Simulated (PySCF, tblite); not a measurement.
# C₁₃H₉F₃O₂S: excited states

What do calculations give for the excited states of C₁₃H₉F₃O₂S (`C=Cc1cccc2c(S(=O)(=O)C(F)(F)F)cccc12`)?

Computed with tblite 0.8.0 and PySCF 2.14.0 and routines of our own; the level stands in each step. Atoms count from 0.

## 1. The starting structure

28 atoms, charge 0, multiplicity 1; geometry from: force field or distance geometry start.

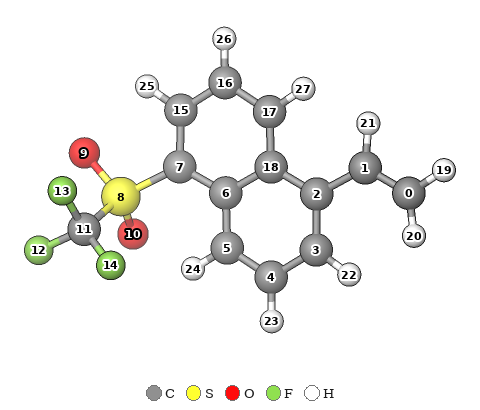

The starting geometry (carbon grey, sulfur yellow, oxygen red, fluorine green, hydrogen white).

## 2. Relaxing the molecule with GFN2-xTB

What the job is given:

```
{"job": {"kind": "relax", "xc": "GFN2-xTB", "basis": "xTB"}, "charge": 0, "multiplicity": 1}
C     -4.430400     0.876700    -0.524200
C     -3.384000     0.348200     0.068900
C     -2.039000     0.330800    -0.494800
C     -1.837700     0.913400    -1.746000
C     -0.577800     0.924300    -2.334800
C      0.464500     0.350100    -1.660200
C      0.317600    -0.228100    -0.423900
C      1.425000    -0.789600     0.183200
S      3.037100    -0.760500    -0.420000
O      3.879100    -1.658400     0.462400
O      3.053800    -1.381700    -1.816700
C      3.828100     0.801900    -0.404500
F      5.106600     0.585900    -0.934800
F      4.095800     1.160400     0.920600
F      3.163400     1.840700    -0.974800
C      1.208600    -1.393700     1.436400
C     -0.027600    -1.420500     2.032100
C     -1.085500    -0.838600     1.361700
C     -0.946300    -0.223300     0.138600
H     -5.418400     0.853700    -0.021600
H     -4.422300     1.358500    -1.476800
H     -3.614200    -0.091100     1.063900
H     -2.614200     1.381500    -2.311000
H     -0.443300     1.379400    -3.328500
H      1.424700     0.345300    -2.115400
H      2.010000    -1.868300     1.979400
H     -0.152600    -1.900300     3.007700
H     -2.041900    -0.869200     1.862500
```

Run with:

```bash
$ OMP_NUM_THREADS=2 python excited_run.py task.json out
```

The driver reads the jobs from task.json and runs them one after another.

The log of the run:

```text
step      E/eV     max force
  0   -1574.93177    8.873
  1   -1576.17849    2.136
  2   -1576.34861    0.866
  3   -1576.43800    0.761
  4   -1576.49520    0.588
  5   -1576.51285    0.321
  6   -1576.52503    0.237
  7   -1576.53584    0.249
  8   -1576.54307    0.162
  9   -1576.54701    0.122
 10   -1576.54955    0.160
 11   -1576.55186    0.123
 12   -1576.55401    0.126
 13   -1576.55599    0.105
 14   -1576.55798    0.097
 15   -1576.56008    0.111
 16   -1576.56197    0.116
 17   -1576.56354    0.091
 18   -1576.56473    0.080
 19   -1576.56569    0.067
 20   -1576.56658    0.068
 21   -1576.56751    0.081
 22   -1576.56857    0.104
 23   -1576.56967    0.098
 24   -1576.57072    0.073
 25   -1576.57177    0.094
 26   -1576.57300    0.096
 27   -1576.57445    0.092
 28   -1576.57595    0.103
 29   -1576.57734    0.082
 30   -1576.57869    0.091
 31   -1576.58010    0.084
 32   -1576.58157    0.080
 33   -1576.58297    0.076
 34   -1576.58423    0.077
 35   -1576.58543    0.084
 36   -1576.58666    0.092
 37   -1576.58800    0.085
 38   -1576.58945    0.088
 39   -1576.59086    0.097
 40   -1576.59212    0.076
 41   -1576.59323    0.073
 42   -1576.59434    0.064
 43   -1576.59551    0.064
 44   -1576.59661    0.071
 45   -1576.59744    0.093
 46   -1576.59808    0.062
 47   -1576.59872    0.055
 48   -1576.59933    0.044
 49   -1576.59976    0.042
 50   -1576.60032    0.049
 51   -1576.60081    0.042
 52   -1576.60123    0.041
 53   -1576.60155    0.039
 54   -1576.60189    0.043
 55   -1576.60235    0.049
 56   -1576.60296    0.055
 57   -1576.60355    0.049
 58   -1576.60402    0.042
 59   -1576.60439    0.042
 60   -1576.60471    0.041
 61   -1576.60495    0.032
 62   -1576.60511    0.024
 63   -1576.60522    0.023
 64   -1576.60535    0.023
 65   -1576.60550    0.022
 66   -1576.60563    0.023
 67   -1576.60573    0.021
 68   -1576.60584    0.022
 69   -1576.60595    0.024
 70   -1576.60607    0.024
 71   -1576.60620    0.021
 72   -1576.60634    0.027
 73   -1576.60649    0.027
 74   -1576.60664    0.024
 75   -1576.60675    0.018
 76   -1576.60683    0.022
 77   -1576.60691    0.019
 78   -1576.60699    0.019
 79   -1576.60706    0.015
 80   -1576.60712    0.014
 81   -1576.60718    0.016
 82   -1576.60726    0.019
 83   -1576.60739    0.024
 84   -1576.60754    0.025
 85   -1576.60772    0.030
 86   -1576.60795    0.036
 87   -1576.60821    0.040
 88   -1576.60848    0.037
 89   -1576.60872    0.029
 90   -1576.60894    0.030
 91   -1576.60917    0.031
 92   -1576.60939    0.030
 93   -1576.60960    0.031
 94   -1576.60982    0.039
 95   -1576.61008    0.039
 96   -1576.61039    0.042
 97   -1576.61075    0.045
 98   -1576.61121    0.053
 99   -1576.61165    0.055
100   -1576.61231    0.058
101   -1576.61289    0.061
102   -1576.61339    0.049
103   -1576.61369    0.038
104   -1576.61407    0.040
105   -1576.61457    0.050
106   -1576.61536    0.072
107   -1576.61624    0.085
108   -1576.61722    0.081
109   -1576.61795    0.089
110   -1576.61876    0.099
111   -1576.61994    0.085
112   -1576.62110    0.055
113   -1576.62221    0.066
114   -1576.62332    0.066
115   -1576.62462    0.074
116   -1576.62588    0.073
117   -1576.62696    0.066
118   -1576.62814    0.108
119   -1576.62922    0.057
120   -1576.63014    0.056
121   -1576.63081    0.054
122   -1576.63184    0.059
123   -1576.63321    0.073
124   -1576.63448    0.066
125   -1576.63556    0.068
126   -1576.63666    0.072
127   -1576.63793    0.081
128   -1576.63911    0.081
129   -1576.64002    0.078
130   -1576.64080    0.072
131   -1576.64171    0.070
132   -1576.64291    0.066
133   -1576.64415    0.056
134   -1576.64481    0.050
135   -1576.64558    0.052
136   -1576.64635    0.047
137   -1576.64710    0.056
138   -1576.64762    0.041
139   -1576.64805    0.042
140   -1576.64851    0.046
141   -1576.64906    0.043
142   -1576.64956    0.042
143   -1576.64995    0.039
144   -1576.65037    0.042
145   -1576.65092    0.042
146   -1576.65143    0.043
147   -1576.65181    0.040
148   -1576.65210    0.037
149   -1576.65236    0.027
150   -1576.65258    0.026
151   -1576.65276    0.024
152   -1576.65290    0.024
153   -1576.65302    0.020
154   -1576.65311    0.016
155   -1576.65318    0.016
156   -1576.65325    0.018
157   -1576.65333    0.023
158   -1576.65341    0.021
159   -1576.65348    0.013
160   -1576.65353    0.017
161   -1576.65358    0.012
162   -1576.65363    0.014
163   -1576.65369    0.021
164   -1576.65374    0.013
165   -1576.65380    0.016
166   -1576.65388    0.018
167   -1576.65396    0.018
168   -1576.65405    0.018
169   -1576.65412    0.018
170   -1576.65420    0.020
171   -1576.65428    0.017
172   -1576.65436    0.015
173   -1576.65443    0.015
174   -1576.65451    0.016
175   -1576.65459    0.017
176   -1576.65465    0.014
177   -1576.65469    0.010
178   -1576.65473    0.012
179   -1576.65478    0.014
180   -1576.65483    0.015
181   -1576.65488    0.015
182   -1576.65493    0.015
183   -1576.65500    0.018
184   -1576.65507    0.016
185   -1576.65514    0.016
186   -1576.65521    0.017
187   -1576.65527    0.017
188   -1576.65535    0.025
189   -1576.65547    0.027
190   -1576.65560    0.024
191   -1576.65571    0.024
192   -1576.65582    0.024
193   -1576.65592    0.021
194   -1576.65603    0.021
195   -1576.65611    0.022
196   -1576.65618    0.017
197   -1576.65623    0.013
198   -1576.65628    0.013
199   -1576.65632    0.011
200   -1576.65634    0.008
```

Wall time 2.6 s (2 threads of Arm Neoverse V2, shared host); peak memory 0.18 GiB.

Along the way: (not every step is listed)

```tsv
step	energy from step 0 (eV)	largest force (eV/Å)
0	0.0000	8.8733
1	-1.2467	2.1356
2	-1.4168	0.8656
3	-1.5062	0.7609
4	-1.5634	0.5885
5	-1.5811	0.3208
6	-1.5933	0.2374
7	-1.6041	0.2494
8	-1.6113	0.1619
26	-1.6412	0.0959
44	-1.6648	0.0715
62	-1.6733	0.0237
80	-1.6753	0.0136
98	-1.6794	0.0526
116	-1.6941	0.0729
134	-1.7130	0.0503
152	-1.7211	0.0238
170	-1.7224	0.0201
188	-1.7236	0.0249
195	-1.7243	0.0225
196	-1.7244	0.0172
197	-1.7245	0.0134
198	-1.7245	0.0135
199	-1.7246	0.0107
200	-1.7246	0.0078
```

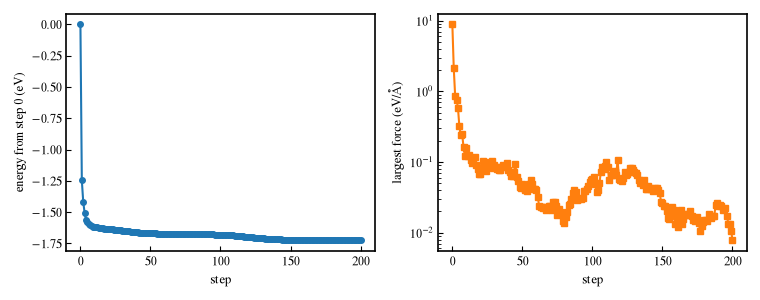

Energy and largest force along the relaxation.

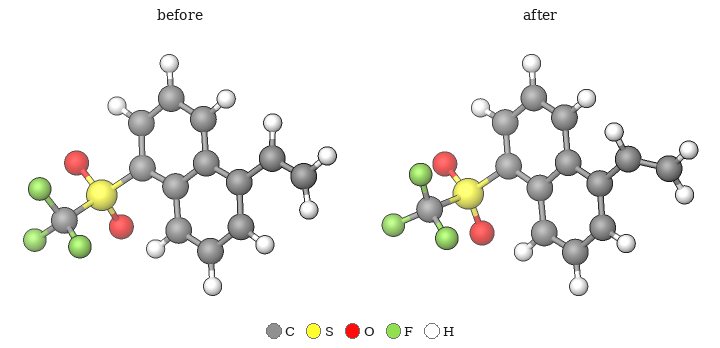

Before and after, at one scale.

Distances of close pairs at the start and the end, largest changes first:

```tsv
bond	before (Å)	after (Å)	change (Å)
S8–C11	1.751	1.908	+0.157
S8–O10	1.529	1.429	-0.099
S8–O9	1.515	1.428	-0.086
C11–F12	1.401	1.325	-0.076
C7–S8	1.722	1.787	+0.065
C11–F13	1.399	1.337	-0.062
C2–C18	1.379	1.425	+0.046
C6–C18	1.383	1.428	+0.045
```

The end geometry stands in the next job.

## 3. Harmonic vibrations with GFN2-xTB

What the job is given:

```
{"job": {"kind": "ir", "xc": "GFN2-xTB", "basis": "xTB"}, "charge": 0, "multiplicity": 1}
C     -4.443022     0.629915    -0.442834
C     -3.266099     0.694779     0.164184
C     -1.981379     0.516272    -0.515274
C     -1.797109     1.029002    -1.780646
C     -0.574960     0.904027    -2.447321
C      0.486686     0.278522    -1.851648
C      0.350821    -0.261185    -0.557832
C      1.401703    -0.919145     0.116591
S      3.058548    -0.999187    -0.546904
O      3.860440    -1.867406     0.254766
O      3.125180    -1.123967    -1.969178
C      3.693677     0.753894    -0.140728
F      4.992949     0.865728    -0.373012
F      3.465549     1.004358     1.152242
F      3.053063     1.686288    -0.848917
C      1.253382    -1.467504     1.359793
C      0.011417    -1.399066     2.000387
C     -1.034631    -0.758112     1.392604
C     -0.901045    -0.160540     0.121664
H     -5.363404     0.787251     0.092416
H     -4.531908     0.397100    -1.490859
H     -3.223391     0.906659     1.224254
H     -2.608062     1.556967    -2.258870
H     -0.469006     1.316570    -3.438952
H      1.423984     0.177168    -2.370857
H      2.097415    -1.955353     1.819656
H     -0.111887    -1.849222     2.972629
H     -1.989810    -0.716458     1.892131
```

The log of the run:

```text
mode    cm-1     km/mol
  1      20.9      0.04
  2      31.6      0.36
  3      41.0      0.12
  4      68.5      0.37
  5      94.9      0.54
  6     129.4      2.88
  7     139.6      3.70
  8     152.6      3.93
  9     169.2      1.52
 10     182.3      1.13
 11     238.9      1.25
 12     244.2      0.99
 13     251.8      1.33
 14     272.4      1.04
 15     295.6      5.95
 16     327.7      5.61
 17     352.2     13.09
 18     415.6     24.42
 19     431.7      5.69
 20     451.7     26.88
 21     458.7     42.32
 22     472.9      3.50
 23     481.4     99.11
 24     502.3     10.92
 25     510.6     94.60
 26     530.5    141.76
 27     541.4     54.21
 28     579.6     12.75
 29     640.5     26.12
 30     662.8     35.63
 31     682.4      1.64
 32     722.0      0.22
 33     761.8      6.28
 34     793.4      0.37
 35     807.9     22.21
 36     820.9     43.92
 37     852.5      0.94
 38     898.9     10.40
 39     903.3      0.50
 40     904.9      0.23
 41     921.0      0.11
 42     931.6      0.28
 43    1003.4     26.84
 44    1019.5      4.40
 45    1045.2     32.38
 46    1075.0    167.89
 47    1092.2    158.43
 48    1112.0      1.69
 49    1118.4     49.06
 50    1134.9     49.28
 51    1159.3    428.37
 52    1176.6     23.39
 53    1183.2     24.76
 54    1199.7      6.83
 55    1237.8     28.68
 56    1239.7      0.72
 57    1282.8    181.08
 58    1284.5    204.23
 59    1337.8      1.84
 60    1359.0     11.53
 61    1362.5     15.71
 62    1402.3      1.53
 63    1410.1      2.45
 64    1444.1      9.84
 65    1494.2      2.48
 66    1548.2      5.63
 67    1586.6      2.35
 68    1599.6      3.28
 69    1675.9      0.18
 70    3057.1     18.33
 71    3090.8      9.93
 72    3098.3      4.12
 73    3100.5     21.87
 74    3106.8     14.31
 75    3108.6     18.33
 76    3116.7      3.28
 77    3134.5     33.19
 78    3142.8      3.30
```

Run time: 2 s. Hardware: 2 threads of Arm Neoverse V2, shared host; peak memory 0.18 GiB.

Which atoms move in the most intense modes:

```tsv
cm⁻¹	km/mol	atoms
481	99.1	S8 17 %, F14 12 %, F13 11 %
511	94.6	S8 18 %, O10 16 %, O9 13 %
530	141.8	S8 19 %, C7 18 %, C18 11 %
1075	167.9	C11 53 %, F13 17 %
1092	158.4	C11 70 %, F14 18 %
1159	428.4	O10 23 %, O9 22 %, S8 18 %, C11 17 %
1283	181.1	H21 29 %, S8 19 %, O9 13 %, O10 12 %
1284	204.2	S8 23 %, H21 20 %, O9 15 %, O10 14 %
```

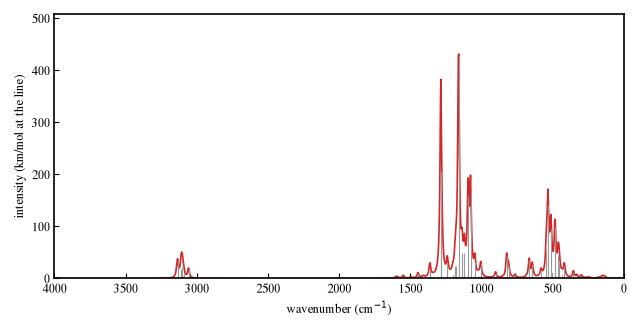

The infrared spectrum from these modes, unscaled. Lines are broadened to a width of 14 cm⁻¹ (Lorentzian).

## 4. Excited states: TDA PBE0/def2-SVP

The job, as its differences from that of step 3:

```diff
@@ -1,2 +1,2 @@
-{"job": {"kind": "ir", "xc": "GFN2-xTB", "basis": "xTB"}, "charge": 0, "multiplicity": 1}
+{"job": {"kind": "states", "xc": "PBE0", "basis": "def2-SVP", "tda": true, "soc": true, "nstates": 5, "ntriplets": 4, "nquad": 4}, "charge": 0, "multiplicity": 1}
 C     -4.443022     0.629915    -0.442834
```

With the program's defaults for keys left out, this is: TDA PBE0/def2-SVP excited states, vertical, gas phase, spin-orbit mean-field couplings.

The log of the run:

```text
coarse grid: 26752 points
cycle   1  E = -1346.2628815174  dE =  4.426e+00  |g| = 1.505e+00  |ddm| = 7.083e+00
cycle   2  E = -1344.7734678286  dE =  1.489e+00  |g| = 3.212e+00  |ddm| = 4.814e+00
cycle   3  E = -1346.6855517997  dE = -1.912e+00  |g| = 2.937e-01  |ddm| = 3.752e+00
cycle   4  E = -1346.6960776034  dE = -1.053e-02  |g| = 2.053e-01  |ddm| = 6.147e-01
cycle   5  E = -1346.7050733364  dE = -8.996e-03  |g| = 5.806e-02  |ddm| = 2.774e-01
cycle   6  E = -1346.7059566862  dE = -8.833e-04  |g| = 1.628e-02  |ddm| = 9.113e-02
cycle   7  E = -1346.7060207556  dE = -6.407e-05  |g| = 4.858e-03  |ddm| = 2.499e-02
cycle   8  E = -1346.7060258373  dE = -5.082e-06  |g| = 1.616e-03  |ddm| = 6.495e-03
final grid: 263032 points
cycle   9  E = -1346.8881075441  dE = -6.825e-05  |g| = 1.231e-02  |ddm| = 9.126e-02
cycle  10  E = -1346.8880810283  dE =  2.652e-05  |g| = 1.700e-02  |ddm| = 3.588e-02
cycle  11  E = -1346.8881416227  dE = -6.059e-05  |g| = 3.279e-03  |ddm| = 2.122e-02
cycle  12  E = -1346.8881438899  dE = -2.267e-06  |g| = 5.229e-04  |ddm| = 4.097e-03
cycle  13  E = -1346.8881439453  dE = -5.538e-08  |g| = 2.663e-04  |ddm| = 1.030e-03
cycle  14  E = -1346.8881439643  dE = -1.895e-08  |g| = 5.212e-05  |ddm| = 3.727e-04
cycle  15  E = -1346.8881439648  dE = -5.248e-10  |g| = 2.527e-05  |ddm| = 8.981e-05
converged SCF energy = -1346.8881439648

Singlet excitations
state   eV       nm        f     d(h-e)  d(exc)  Lambda  PR(NTO)  |dmu|/D   mu/D   main configurations
  1   3.9729   312.1   0.18695   2.104   4.145   0.796   1.084    5.831   10.533   H->L 0.90
  2   4.4448   278.9   0.00332   0.383   3.494   0.626   2.012    0.840    5.851   H-1->L 0.52, H->L+1 0.46
  3   5.1665   240.0   0.13092   0.834   4.295   0.731   1.814    2.208    3.649   H->L+2 0.54, H-2->L 0.34
  4   5.3722   230.8   0.01909   2.315   4.181   0.432   1.095    7.039    2.291   H-3->L 0.90
  5   5.4707   226.6   0.05868   1.872   3.985   0.679   1.854                     H-2->L 0.52, H->L+2 0.30

Triplet excitations (Tamm-Dancoff)
state   eV     d(h-e)  d(exc)  Lambda  PR(NTO)   main configurations
  1   2.7000   0.447   3.408   0.793   1.143   H->L 0.89
  2   3.7297   0.145   2.924   0.711   2.008   H->L+2 0.48, H-2->L 0.27
  3   3.8529   0.346   3.344   0.637   1.284   H-1->L 0.81
  4   4.2041   0.777   3.436   0.623   1.246   H->L+1 0.87, H-1->L 0.08
S1 - T1 = 1.2730 eV

Spin-orbit couplings |<S|Hso|T>| (cm-1)
             T1       T2       T3       T4
S0        0.297    0.270    0.619    0.487
S1        0.213    0.545    0.100    0.279
S2        0.109    0.107    0.032    0.032
S3        0.647    0.165    0.233    0.240
S4        1.006    1.704    0.458    0.470
S5        0.364    0.593    0.493    0.236
T1 sublevels (cm-1): 0.000 0.000 0.000   radiative rates (1/s): 0.00185 0.00617 0.00737
```

Run time: 4.3 min. Hardware: 2 threads of Arm Neoverse V2, shared host; peak memory 1.6 GiB.

Key values:

```tsv
quantity	value
S1 less T1	1.27 eV
```

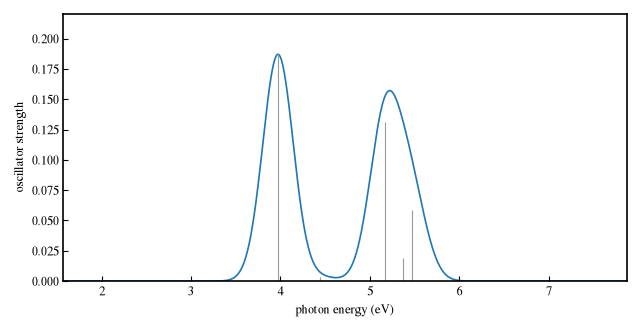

Absorption lines of the singlets. Lines are broadened to a width of 0.40 eV (Gaussian).

## 5. What came out

```
                                 quantity                  value
strongest single infrared mode (GFN2-xTB)  1159 cm⁻¹, 428 km/mol
             zero-point energy (GFN2-xTB)         117.6 kcal/mol
   S1 less T1 (step 4, TDA PBE0/def2-SVP)                1.27 eV
```

In words: No mode is imaginary among the 78: a minimum at this level. The strongest single mode, at 1159 cm⁻¹, is spread over several atoms, O10, O9, S8, C11 among them. GFN2-xTB is a fitted tight-binding method: band positions and strengths are rough. Its intensities can rank the bands wrongly. In step 4, the number of triplets below S1 is 3, and the largest singlet-triplet spin-orbit coupling is S4–T2, 1.70 cm⁻¹.
